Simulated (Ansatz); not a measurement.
**BeSe, pressure series**

Start from BeSe in the zinc blende structure (space group F-43m, No. 216; a = 5.082 Å).

Cell and atoms are relaxed at each pressure.

Level of theory: LDA in Ansatz (plane waves to 420 eV, PAW, without spin-orbit coupling).

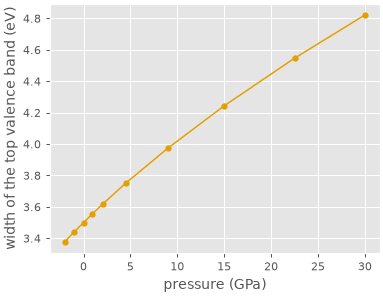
*Width of the top valence band against pressure*

**Question.** From the plot, what is the width of the top valence band for pressure 22.5 GPa?

**Answer.** About 4.5 eV.

**Question.** Is the trend monotonic over the range shown?

**Answer.** Yes, it rises throughout, spanning 3.38 eV to 4.82 eV.

The levels and masses belong to the bands next to the band gap. Load acts through the strain it causes; cell and atoms are relaxed under it. Stability against distortions was not tested. No other phases were tried under pressure.

Ansatz is an electronic-structure program.
